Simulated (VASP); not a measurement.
Band structure of C6Si2 (ordered alloy cell). Calculation: modified Becke-Johnson potential (mBJ), VASP's PBE PAW potentials (set 64) (plane waves; VASP).

mBJ is a potential without an energy functional, so only the levels count.

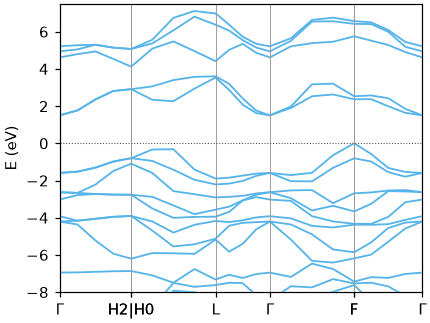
*Bands along high-symmetry lines, zero at the valence-band maximum or, without a gap, the Fermi level*

Q: Read the plot: is there a gap, and where are the band edges?

A: The gap is indirect, 1.50 eV, from the valence maximum at F to the conduction minimum at Γ.

The structure was generated: C6Si2 was put into an ordered model structure (R-3m), which need not be its known phase. It was relaxed first, which changed the volume by +39 %. The cell's shape comes from a PBE relaxation.
